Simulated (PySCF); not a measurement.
# B3H3O3 ((HBO)3 ring) at 3 levels

Wanted: a comparison of 3 runs (B2PLYP/ANO-RCC-MB, B2PLYP/ANO-RCC-VDZ, B2PLYP/ANO-RCC-VDZP) of B3H3O3 ((HBO)3 ring). The job is set up through a Python script.

The calculation is run with PySCF 2.14.0.

2 further runs of the same task are left out: 2 set aside as unsound or not needed.

## (1) Starting point

B3H3O3: 9 atoms, total charge 0, spin state singlet. Geometry: relaxed at GFN2-xTB.

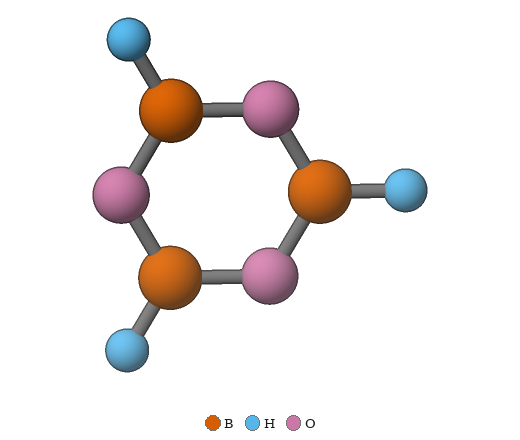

Viewed from a chosen angle; boron orange, hydrogen blue, oxygen pink.

## (2) The energy at B2PLYP/ANO-RCC-MB (sfX2C) (run 1)

job.py reads:

```python
from pyscf import gto, dft, mp

system = gto.Mole()
system.atom = '''
B     -1.901329    -1.380313     1.046889
H     -3.535148    -2.565568     1.950178
O     -2.414768     0.872241    -0.079917
B     -0.517105     2.252856    -1.128526
H     -0.960623     4.189050    -2.098276
O      1.897587     1.376306    -1.048760
B      2.417923    -0.872751     0.080635
H      4.497151    -1.621801     0.151443
O      0.516330    -2.250021     1.126333
'''
system.max_memory = 1860
system.verbose = 4
system.charge = 0
system.basis = 'ano-rcc-mb'
system.unit = 'bohr'
system.build()

ks = dft.RKS(system, xc='0.53*HF + 0.47*B88, 0.73*LYP')
ks = ks.x2c()
ks.grids.level = 4
ks.conv_tol = 1e-10
ks.kernel()
if not ks.converged:
    ks = ks.newton().run(ks.mo_coeff, ks.mo_occ)

pt = mp.MP2(ks, frozen=6).run()
e_tot = ks.e_tot + 0.27 * pt.e_corr
print('PT2 part  %.8f' % (0.27 * pt.e_corr))
print('E(%s) = %.9f' % ('B2PLYP', e_tot))
```

On the command line:

```sh
$ OMP_NUM_THREADS=1 python job.py
```

What it wrote:

```text
PySCF version 2.14.0

[... 81 lines left out ...]
converged SCF energy = -301.647953863971
[... 1 line left out ...]
******** <class 'pyscf.mp.mp2.RMP2'> ********
nocc = 15, nmo = 27
frozen orbitals 6
E(RMP2) = -301.974846795015  E_corr = -0.326892931044053
E(SCS-RMP2) = -301.970220166847  E_corr = -0.322266302876435
E_corr(same-spin) = -0.0807752473574172
E_corr(oppo-spin) = -0.246117683686636
PT2 part  -0.08826109
E(B2PLYP) = -301.736214955
```

Wall time 16 s (1 thread of Arm Neoverse V1, shared host); peak memory 0.27 GiB.

## (3) The energy at B2PLYP/ANO-RCC-VDZ (sfX2C) (run 2)

input.py reads:

```python
from pyscf import gto, dft, mp

system = gto.M(
    atom='''
B     -1.006140    -0.730430     0.553990
H     -1.870720    -1.357640     1.031990
O     -1.277840     0.461570    -0.042290
B     -0.273640     1.192160    -0.597190
H     -0.508340     2.216750    -1.110360
O      1.004160     0.728310    -0.554980
B      1.279510    -0.461840     0.042670
H      2.379790    -0.858220     0.080140
O      0.273230    -1.190660     0.596030
''',
    max_memory=1860,
    basis='ano-rcc-vdz',
    verbose=4,
    spin=0,
    charge=0,
)

myscf = dft.RKS(system)
myscf.xc = '0.53*HF + 0.47*B88, 0.73*LYP'
myscf = myscf.x2c()
myscf.conv_tol = 1e-10
myscf.grids.level = 4
myscf.kernel()
if not myscf.converged:
    myscf = myscf.newton().run(myscf.mo_coeff, myscf.mo_occ)

pt = mp.MP2(myscf, frozen=6).run()
energy = myscf.e_tot + 0.27 * pt.e_corr
print('PT2 part  %.8f' % (0.27 * pt.e_corr))
print('E = %.10f Eh' % energy)
```

On the command line:

```sh
$ OMP_NUM_THREADS=1 python input.py
```

What it wrote:

```text
PySCF version 2.14.0

[... 81 lines left out ...]
converged SCF energy = -301.93075805079
[... 1 line left out ...]
******** <class 'pyscf.mp.mp2.RMP2'> ********
nocc = 15, nmo = 54
frozen orbitals 6
E(RMP2) = -302.562547261256  E_corr = -0.631789210466525
E(SCS-RMP2) = -302.543772479992  E_corr = -0.613014429202344
E_corr(same-spin) = -0.167460719258637
E_corr(oppo-spin) = -0.464328491207888
PT2 part  -0.17058309
E = -302.1013411376 Eh
```

Run time: 19 s. Hardware: 1 thread of Arm Neoverse V1, shared host; peak memory 0.34 GiB.

## (4) A single-point energy at B2PLYP/ANO-RCC-VDZP (sfX2C) (run 3)

calc.py reads:

```python
from pyscf import gto, dft, mp

molecule = gto.M(
    atom=[
    ('B', (-1.006140, -0.730430, 0.553990)),
    ('H', (-1.870720, -1.357640, 1.031990)),
    ('O', (-1.277840, 0.461570, -0.042290)),
    ('B', (-0.273640, 1.192160, -0.597190)),
    ('H', (-0.508340, 2.216750, -1.110360)),
    ('O', (1.004160, 0.728310, -0.554980)),
    ('B', (1.279510, -0.461840, 0.042670)),
    ('H', (2.379790, -0.858220, 0.080140)),
    ('O', (0.273230, -1.190660, 0.596030)),
],
    spin=0,
    charge=0,
    basis='ano-rcc-vdzp',
    max_memory=1860,
    verbose=4,
)

mf = dft.RKS(molecule, xc='0.53*HF + 0.47*B88, 0.73*LYP')
mf = mf.x2c()
mf.conv_tol = 1e-10
mf.grids.level = 4
mf.kernel()
if not mf.converged:
    mf = mf.newton().run(mf.mo_coeff, mf.mo_occ)

pt = mp.MP2(mf, frozen=6).run()
e_final = mf.e_tot + 0.27 * pt.e_corr
print('PT2 part  %.8f' % (0.27 * pt.e_corr))
print('E = %.10f Eh' % e_final)
```

On the command line:

```sh
$ OMP_NUM_THREADS=1 python calc.py
```

What it wrote:

```text
PySCF version 2.14.0

[... 83 lines left out ...]
converged SCF energy = -302.067546507851
[... 1 line left out ...]
******** <class 'pyscf.mp.mp2.RMP2'> ********
nocc = 15, nmo = 93
frozen orbitals 6
E(RMP2) = -303.034255949085  E_corr = -0.966709441233791
E(SCS-RMP2) = -303.003141025078  E_corr = -0.935594517226872
E_corr(same-spin) = -0.258988629523473
E_corr(oppo-spin) = -0.707720811710318
PT2 part  -0.26101155
E = -302.3285580570 Eh
```

Run time: 52 s. Hardware: 1 thread of Arm Neoverse V1, shared host; peak memory 0.51 GiB.

## (5) The series

| run | level | energy (Eh) | dipole moment (D) | HOMO energy (eV) | LUMO energy (eV) | wall time |
| --- | --- | --- | --- | --- | --- | --- |
| 1 | B2PLYP/ANO-RCC-MB (sfX2C) | -301.736215 | 0.00 | -12.58 | -0.72 | 16 s |
| 2 | B2PLYP/ANO-RCC-VDZ (sfX2C) | -302.101341 | 0.00 | -11.38 | 0.60 | 19 s |
| 3 | B2PLYP/ANO-RCC-VDZP (sfX2C) | -302.328558 | 0.00 | -11.23 | 1.13 | 52 s |

## (6) Summary of results

```
                                  quantity          value
                       run 3: total energy  -302.32856 Eh
           run 3: dipole moment (SCF part)         0.00 D
  run 3: HOMO energy (SCF part's orbitals)      -11.23 eV
  run 3: LUMO energy (SCF part's orbitals)        1.13 eV
run 3: HOMO–LUMO gap (SCF part's orbitals)       12.36 eV
```

**Reading.** The HOMO–LUMO gap runs from 11.86 eV (B2PLYP/ANO-RCC-MB) to 12.36 eV (B2PLYP/ANO-RCC-VDZP). A double hybrid's value is that of its SCF part. In run 1 the basis is minimal, so the values are rough. All runs together took 87 s, the longest 52 s.
